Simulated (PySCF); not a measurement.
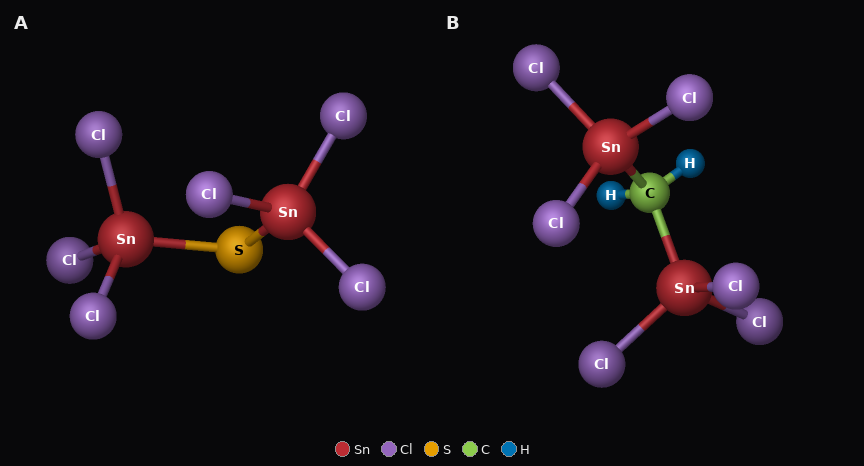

Two related species, optimised with PBE0-D3(BJ)/def2-SVP; properties computed with PySCF 2.14.0. Both: charge 0, singlet.

### What are A and B?

A is (Cl3Sn)2S, B is (Cl3Sn)2CH2.

Compare them. With CAM-B3LYP/def2-SVPD, core potentials on Sn: dipole moment (D), HOMO–LUMO gap (eV), HOMO energy (Kohn–Sham orbital) (eV), lowest vertical singlet excitation (eV), mean static polarisability (bohr³).

| quantity | A | B |
| --- | --- | --- |
| dipole moment (D) | 0.75 | 2.57 |
| HOMO–LUMO gap (eV) | 7.43 | 8.49 |
| HOMO energy (Kohn–Sham orbital) (eV) | −10.29 | −10.66 |
| lowest vertical singlet excitation (eV) | 4.20 | 5.57 |
| mean static polarisability (bohr³) | 181.4 | 169.5 |

Each is one conformer, and no frequency run is at hand to confirm it as a minimum.
